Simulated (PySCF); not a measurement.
C4H8N2Si2

```
atom    x (Å)    y (Å)    z (Å)
   C  -2.1657   0.1065  -0.6753
   C  -0.7962  -0.2073  -0.1688
   C  -0.2483  -1.4251  -0.1910
  Si   1.4947  -1.5848   0.4886
   N   1.6625   0.1041   0.8922
  Si   0.3105   1.1271   0.5806
   C   0.7248   2.4258  -0.7046
   N   0.9642   3.2257  -1.4892
   H  -2.7864   0.4888   0.1353
   H  -2.6449  -0.7759  -1.0972
   H  -2.1136   0.8805  -1.4411
   H  -0.7965  -2.2685  -0.5935
   H   2.4955  -1.9791  -0.5062
   H   1.5816  -2.4029   1.7027
   H   2.5098   0.4595   1.2974
   H  -0.1998   1.8345   1.7587
```

Geometry: GFN2-xTB.

All numbers below come from CAM-B3LYP/def2-SVPD, SCF density, gas phase in PySCF 2.14.0.

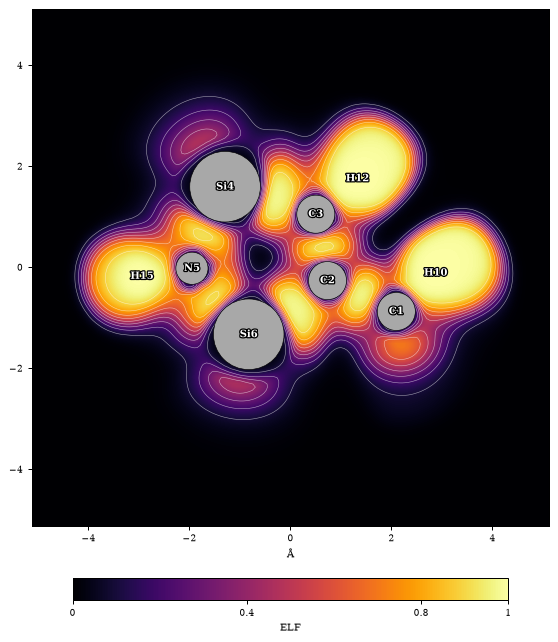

Figure 1. ELF on the plane of atoms C2, Si6 and N5. Grey discs cover the atomic cores.

### Describe what can be read from this map.

- The plane passes through C, Si, N and H nuclei.
- C–C (1.34 Å): the ELF peaks at about 0.90 between the atoms: a short, multiple covalent bond.
- Si–N (1.72 Å): the ELF peaks at about 0.90 between the atoms (a polar covalent bond).
- C–Si (1.89 Å): the ELF peaks at about 1 between the atoms (a covalent bond).
- N–H (1.00 Å): the ELF climbs to about 1 towards the hydrogen, as it does in any bond to H: a covalent bond by its length.
- C–C (1.49 Å): the ELF peaks at about 0.95 between the atoms: a covalent bond.

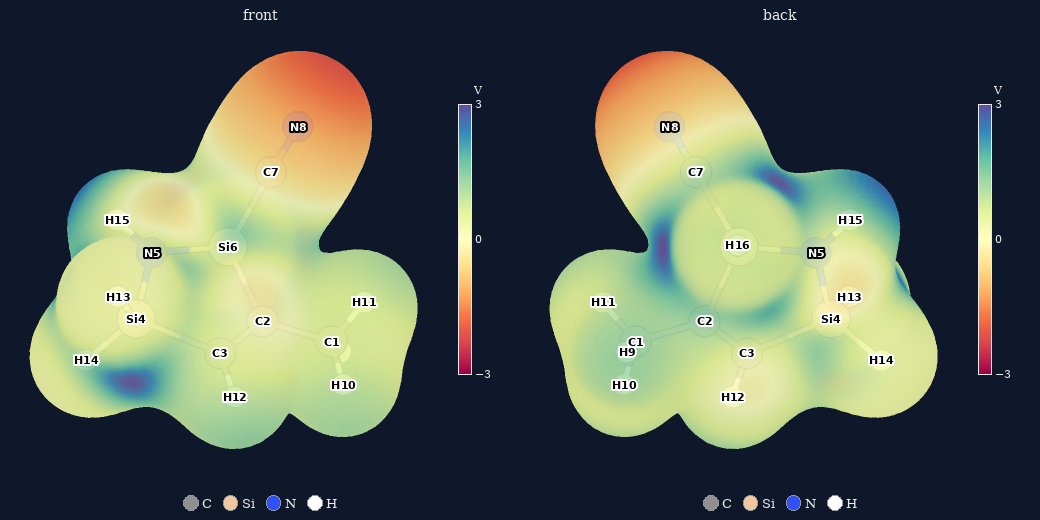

Figure 2. The electrostatic potential painted on the density surface at 0.004 e/bohr³, seen from the front and from behind; the colour scale runs from red (negative) to blue (positive).

### Describe the electrostatic potential map.

The most negative region (about −2.0 V) lies over N8, the most positive (about +2.9 V) over Si4 and Si6. N8 is the likeliest acceptor of a hydrogen bond.

### What dipole moment does the calculation give?

Its dipole moment is 3.82 D.
